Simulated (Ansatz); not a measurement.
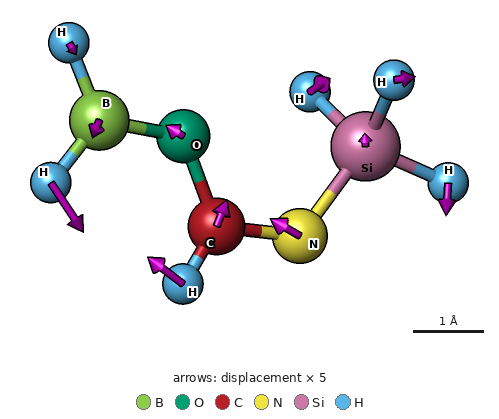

A relaxation of CH6BNOSi (coarse preliminary run). The starting structure is drawn; purple arrows show the displacements, 5 times their true length. The two geometries are superimposed by the best rigid fit.

Style: ball-and-stick. Shown at a tilt.

The start comes from a force field.

These are results of Ansatz, RKS PBE-D4/def2-SVP, not measurements.

The input:
```yaml
crystal:
  periodic: [false, false, false]
  atoms:
    - {symbol: B, position_ang: [-2.025700, 0.695300, 1.019700]}
    - {symbol: O, position_ang: [-0.756400, 0.345500, 0.451700]}
    - {symbol: C, position_ang: [-0.667600, -0.593800, -0.583700]}
    - {symbol: N, position_ang: [0.599300, -0.916100, -1.047400]}
    - {symbol: Si, position_ang: [2.078200, -0.241000, -0.478900]}
    - {symbol: H, position_ang: [-3.070700, 0.273200, 0.592000]}
    - {symbol: H, position_ang: [-2.105100, 1.544600, 1.876500]}
    - {symbol: H, position_ang: [-1.480500, -1.049100, -0.989700]}
    - {symbol: H, position_ang: [2.241300, -0.510800, 1.012800]}
    - {symbol: H, position_ang: [3.193300, -0.827600, -1.189300]}
    - {symbol: H, position_ang: [2.059300, 1.223000, -0.643200]}
basis:
  gaussian: {orbitals: def2-SVP}
hamiltonian: {xc: pbe, dispersion: d4}
relax: {f_tol: 0.03, max_steps: 200}
```

Launched with:
```bash
ansatz run in.yaml --threads 4 --pin off --events-out ev --progress --plain --max-ram 10444MiB
```

Question: Atoms of which element are displaced furthest, and by how much?

Answer: Hydrogen: up to 0.18 Å, against 0.11 Å for nitrogen.

Question: What did the optimiser do to the structure, and how much energy did it gain?

Answer: After 6 accepted moves (7 points after the start) the energy has fallen by 0.905 eV. Largest force component: 9.7 eV/Å at the start, 0.023 eV/Å at the end. The line search rejected the trial step at point 6 of the run. The largest move after the best rigid fit is that of H6, 0.18 Å. By element the largest moves are H 0.18 Å, N 0.11 Å, C 0.09 Å, O 0.07 Å, B 0.06 Å, Si 0.04 Å. Among the contacts that change: C3–N4 1.387 → 1.257 Å, C3–H8 1.016 → 1.114 Å, B1–O2 1.434 → 1.368 Å, N4–Si5 1.722 → 1.775 Å. Among the angles between lasting bonds that change: O2–C3–H8 123.0° → 112.1°, H6–B1–H7 116.1° → 124.1°, O2–C3–N4 117.4° → 123.7°. The run took 9 s on 4 threads of Arm Neoverse V2, on a shared host.
